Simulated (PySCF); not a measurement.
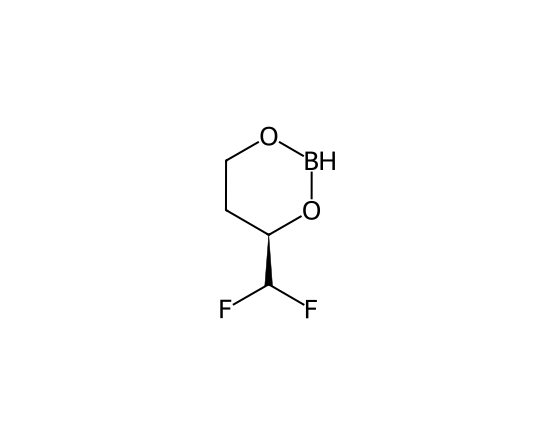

Skeletal drawing of a molecule.

Transcribe the drawing into SMILES.

Answer. FC(F)[C@H]1CCOBO1

What is the molecular formula?

Answer. C4H7BF2O2.

An optimisation with GFN2-xTB gave a structure of which point group?

Answer. C1.

The parts below concern this one geometry. Atoms keep their numbers from picture to picture. The computed structure is the end point of a GFN2-xTB optimisation. No frequency run is at hand to confirm it as a minimum.

### Shape

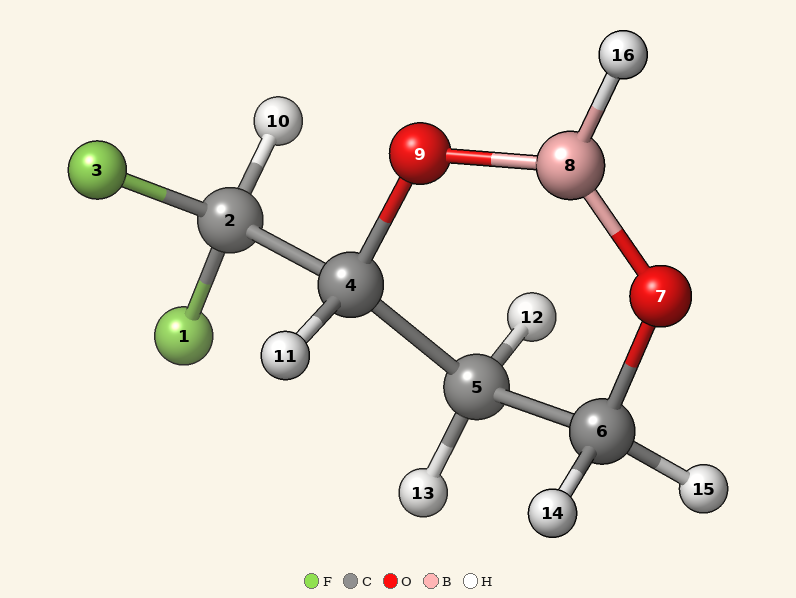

The atoms are numbered. No frequency run is at hand to confirm it as a minimum.

Describe the coordination of atom 4.

Answer. C4 has 4 neighbours (C2 at 1.54, C5 at 1.53, O9 at 1.41, H11 at 1.10 Å); the arrangement is tetrahedral.

How are the neighbours of atom 9 arranged?

Answer. O9 has 2 neighbours (C4 at 1.41, B8 at 1.36 Å); the arrangement is bent.

Describe the coordination of atom 8.

Answer. B8 has 3 neighbours (O7 at 1.35, O9 at 1.36, H16 at 1.17 Å); the arrangement is trigonal planar.

How are the neighbours of atom 6 arranged?

Answer. C6 has 4 neighbours (C5 at 1.53, O7 at 1.41, H14 at 1.10, H15 at 1.09 Å); the arrangement is tetrahedral.

What is the dihedral angle C5–C4–O9–B8?

Answer. 30° in size, that is syn (eclipsed).

### Quadrupole coupling

No frequency run is at hand to confirm it as a minimum. Electric field gradients from the ground-state density, PBE0/pcSseg-1 (PySCF 2.14.0), non-relativistic apart from any core potentials.

Give the largest field-gradient component, the quadrupole coupling constant and the asymmetry for 17O at O7 (Q = −25.6 mb), 11B at B8 (Q = 40.59 mb), 17O at O9 (Q = −25.6 mb).

```tsv
atom	V_zz (a.u.)	e²qQ/h (MHz)	η
O7	1.531	−9.21	0.04
B8	0.353	3.37	0.50
O9	1.575	−9.47	0.11
```

### Excitation

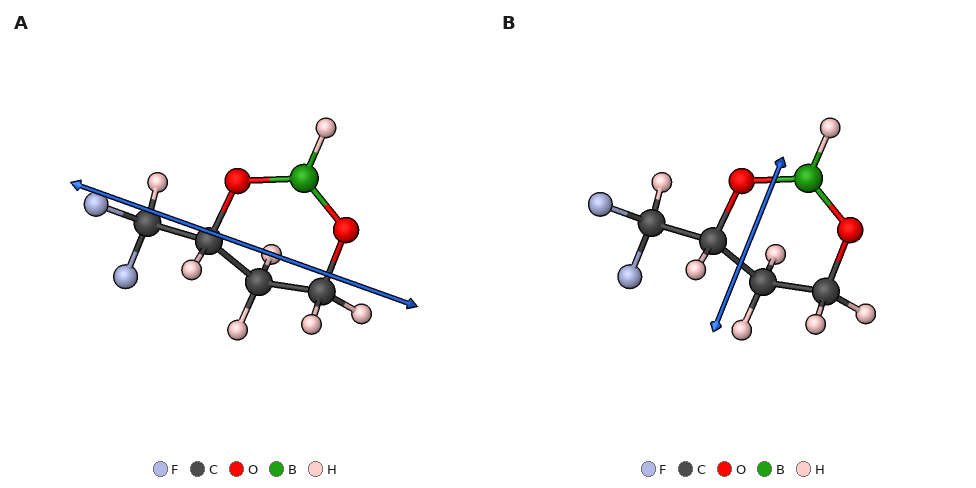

The double arrows show the directions of two transition dipoles from the ground state (lengths mean nothing). No frequency run is at hand to confirm it as a minimum. Method: TDDFT PBE0/def2-SVPD, vertical, gas phase, core orbitals frozen in the response (PySCF 2.14.0).

One belongs to singlet state 3 and one to singlet state 5. Which is which?

Answer. A: state 3, 8.25 eV (150 nm), oscillator strength 0.026, mainly HOMO → LUMO+1 (weight 0.76).
B: state 5, 8.67 eV (143 nm), oscillator strength 0.027, of mixed character, with the largest part HOMO−2 → LUMO (weight 0.37).

### NMR shielding

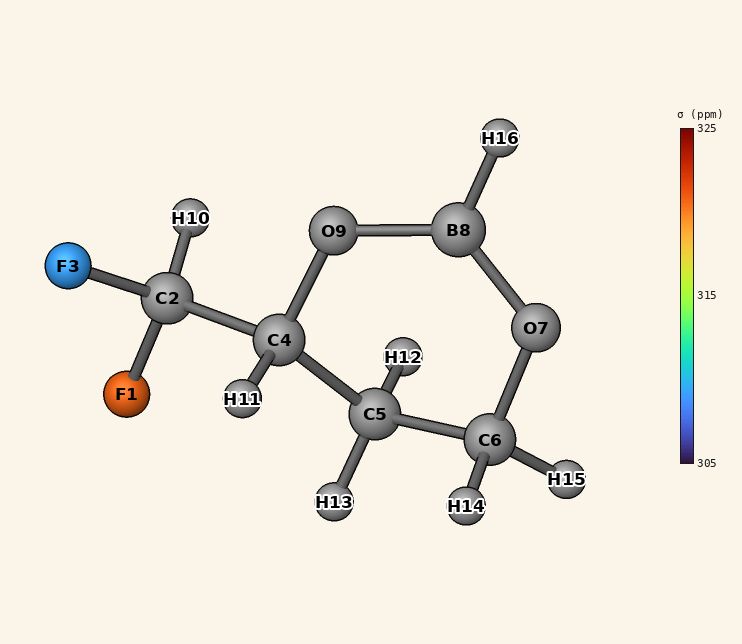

Atoms are coloured by their isotropic NMR shieldings (F only, the others grey). No frequency run is at hand to confirm it as a minimum. Properties computed with GIAO PBE0/pcSseg-1 NMR shielding, non-relativistic, gas phase (PySCF 2.14.0).

List the isotropic NMR shieldings of the F atoms.

```csv
atom,σ (ppm)
F1,320.6
F3,309.3
```

The geometry is semi-empirical. Around B such bond lengths and angles can be off by a tenth of an ångström or more and by several degrees, and values that hang on the shape move with them.
